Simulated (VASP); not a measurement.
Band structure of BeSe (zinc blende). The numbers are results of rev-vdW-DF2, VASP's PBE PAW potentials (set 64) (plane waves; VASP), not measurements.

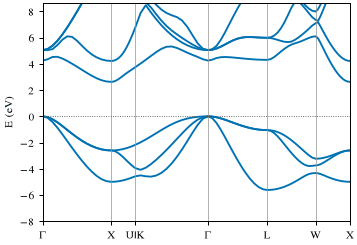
Figure. Bands along high-symmetry lines, zero at the valence-band maximum or, without a gap, the Fermi level

Q: Read the plot: is there a gap, and where are the band edges?

A: The gap is indirect, 2.63 eV, from the valence maximum at Γ to the conduction minimum at X. (Edges off the drawn lines would not show.)

Measured: gap 4.00 eV (computed value off by -1.37 eV), as given by Das et al., (2018), arXiv:1807.05623.

The compound is BeSe in the zinc blende structure. It was relaxed first.
